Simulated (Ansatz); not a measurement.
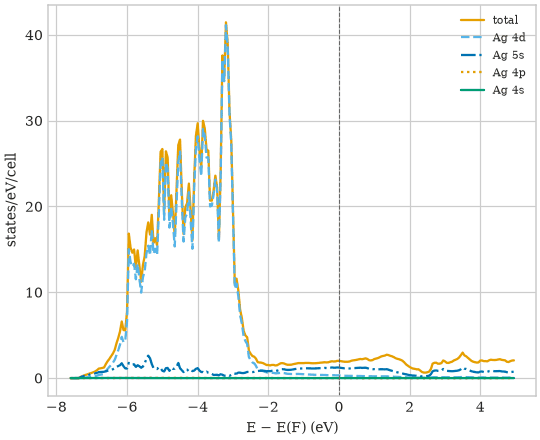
Fig. 1. Total and projected density of states of Ag in space group P6/mmm (No. 191; Ag on 2e, Ag on 2d, Ag on 3f), plane-wave PAW PBE (Ansatz code)

### Question
Which orbitals carry the states next to the Fermi level?

### Answer
Within 0.5 eV of the Fermi level: Ag 5s 61 %, Ag 4d 16 %, outside the projected shells 23 %. Projections are on Löwdin-orthogonalised atomic valence shells; empty p or d shells of many metals are not among them.

### Question
Where is the tallest occupied peak in this window, and what makes it?

### Answer
Near -3.2 eV, about 41 states/eV per cell; the largest projected share is Ag 4d.

The start of the workflow was typed in or built on a structure type; neither database checked (COD, Materials Project) lists it. It is not the phase usual at ambient conditions (space group No. 225). Symmetry was held in the PBE relaxation; whether a distortion lowers the energy is not shown. The run is not spin-polarised. Scalar-relativistic: spin–orbit coupling is off unless named, which matters more the heavier the elements.

Potentials: the later of the program's two PAW sets.
